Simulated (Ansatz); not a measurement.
```xyz
10

Zr    0.0022   -0.1918    0.4918
F     0.9281   -0.4303    2.1731
O    -1.6780   -1.1453    0.4956
H    -2.3866   -1.7555    0.4051
N    -0.4500    1.7647    0.0810
N     1.3331   -0.8351   -0.9347
H     0.2122    2.5164   -0.0122
H    -1.3750    2.1488   -0.0091
H     2.0604   -1.5156   -0.7903
H     1.3537   -0.5562   -1.9006
```

Core potentials replace the inner electrons of Zr.

Level of theory: RHF/def2-SVP in Ansatz 0.2.0.

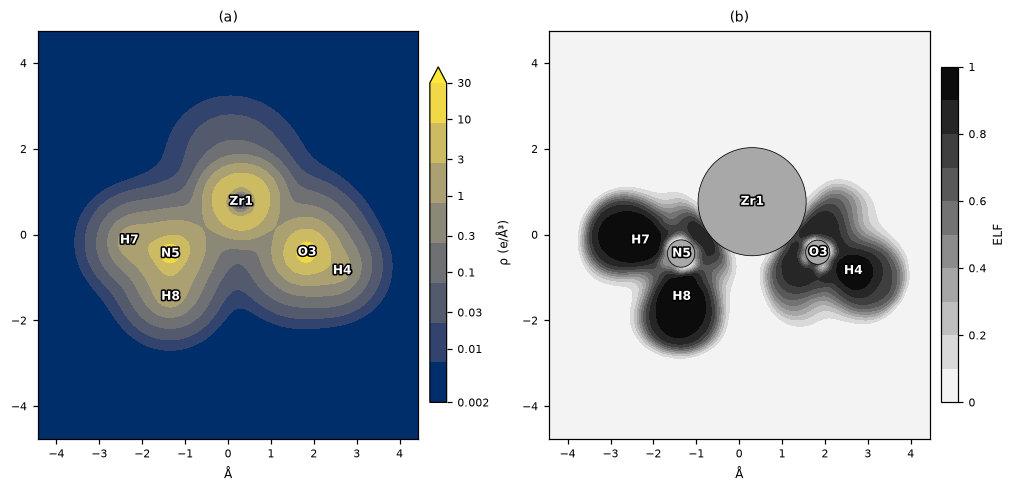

FH$_{5}$N$_{2}$OZr. (a) electron density; (b) ELF on the plane of atoms Zr1, N5 and H7. Grey discs cover the atomic cores in the ELF map.

> What do the fields say about this system?

- The section cuts through Zr, O, H and N sites.
- Zr–O (1.93 Å): ρ at the midpoint is about 0.83 e/Å³; the ELF peaks at about 0.80 in the valence shell of O, 0.5 Å from its nucleus, and drops to about 0.20 between the two atoms.
- Zr–N (2.05 Å): the density is about 0.79 e/Å³ at the midpoint; the ELF peaks at about 0.90 in the valence shell of N, 0.6 Å from its nucleus, and is about 0.30 at the midpoint.
- O–H (0.94 Å): ρ is about 3.8 e/Å³ halfway; the ELF climbs to about 1 towards the hydrogen, as it does in any bond to H (an ordinary covalent bond to hydrogen).
- N–H (1.01 Å): ρ is about 2.8 e/Å³ halfway; the ELF climbs to about 1 towards the hydrogen: an ordinary covalent bond to hydrogen.
